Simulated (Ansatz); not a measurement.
The relaxed structure here is a generated cell of In: the first start was made by a random draw of sites in a space group, and the end was not matched to a known phase here, so it may be hypothetical. Known forms of In include space group No. 139.

A relaxed structure of In. Space group Pm-3m (No. 221), AFLOW prototype A_cP1_221_a (A_h). Level of theory: r2SCAN (plane waves to 500 eV, PAW, scalar-relativistic; Ansatz, a program for electronic structure).

Space group Pm-3m (No. 221); a = 3.0445 Å, b = 3.0445 Å, c = 3.0445 Å, α = 90.00°, β = 90.00°, γ = 90.00°

| atom | site | symmetry | x | y | z |
|---|---|---|---|---|---|
| In | 1b | m-3m | 0.5000 | 0.5000 | 0.5000 |

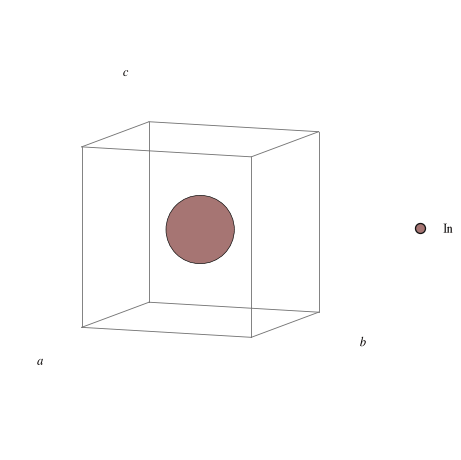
*The conventional cell of the relaxed structure*

Volume per atom: 28.22 Å³
Band gap: zero (metallic)
Shortest distances: In–In 3.04 Å
k-mesh: 15×15×15

No spin polarisation in the result.

The run could not lose the symmetry of its start: the end is stationary, and may be a saddle point rather than a minimum.
